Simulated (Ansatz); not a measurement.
ClGaH2O2 (SMILES [OH][Ga]([OH])[Cl])

The calculation's input:

```
crystal:
  periodic: [false, false, false]
  atoms:
    - { symbol: O, position_ang: [-0.2336, 1.4575, -0.9564] }
    - { symbol: Ga, position_ang: [0.2085, -0.3595, -0.3947] }
    - { symbol: O, position_ang: [0.9466, -0.8835, 0.814] }
    - { symbol: Cl, position_ang: [-0.9401, -1.7017, -0.8577] }
    - { symbol: H, position_ang: [-0.7915, 1.5681, -0.141] }
    - { symbol: H, position_ang: [0.8522, -0.1449, 1.4897] }
basis:
  gaussian: { orbitals: def2-SVP }
hamiltonian:
  xc: b3lyp
  dispersion: d4
relax:
  f_tol: 0.015
  max_steps: 40
output:
  orbitals: {}
```

Run with:

```sh
ansatz run input.yaml --threads 1 --pin off --max-ram 2048MiB --backend cpu --events-out ev --progress --plain --runs-dir out
```

The fields are those of the relaxed geometry.

Method: RKS B3LYP-D4/def2-SVP in Ansatz 0.2.0.

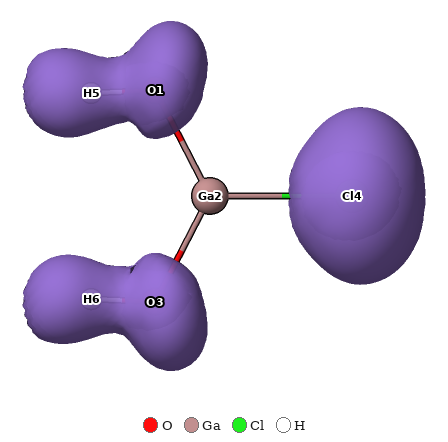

Figure 1. Isosurface of the electron localisation function at 0.75 (purple), seen across its widest extent. Core shells and regions of very low density are left out.

Where are the electrons localised?

The surface consists of one region wrapped around Cl (its valence shell) and two joined regions spread over several atoms (H, O), in which their bonds and any lone pairs are merged. Profiles from the grid: Ga–O (1.78 Å): the ELF peaks at about 0.85 in the valence shell of O, 0.6 Å from its nucleus, and is about 0.25 at the midpoint. Ga–Cl (2.13 Å): the ELF peaks at about 0.80 in the valence shell of Cl, 0.8 Å from its nucleus, and is about 0.55 at the midpoint.

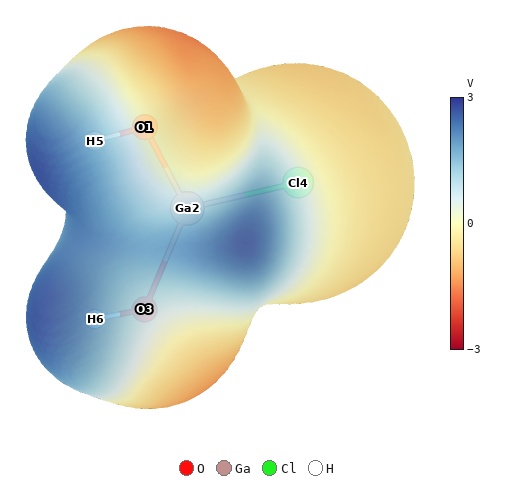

Figure 2. The molecular electrostatic potential painted on the density surface at 0.002 e/bohr³, seen at a tilt; the colour scale runs from red (negative) to blue (positive).

Which sites attract a positive test charge, and which a negative one?

A positive charge is drawn to the negative regions and a negative charge to the positive ones. The most negative region (about −1.5 V) lies over O1 and O3, the most positive (about +2.7 V) over H5 and H6.

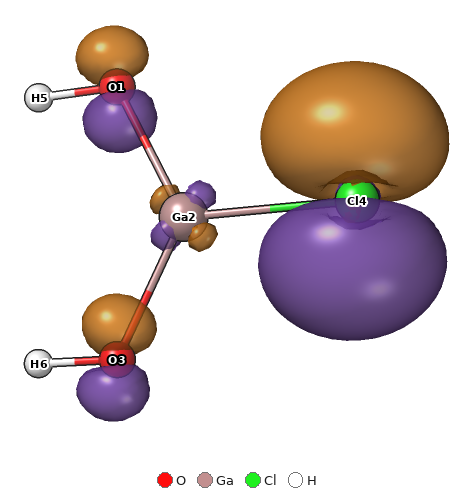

Figure 3. The HOMO at ±0.15 Å⁻³ᐟ² (orange and purple are the two phases), seen at a tilt.

What is the character of this orbital?

By Hirshfeld shares it lies mainly on Cl4 (about 85 %) and Ga2 (about 5 %); it is symmetric in the molecular plane (an in-plane orbital: σ, lone-pair or in-plane π type); largely a lone pair of Cl4. Its energy is −8.60 eV.
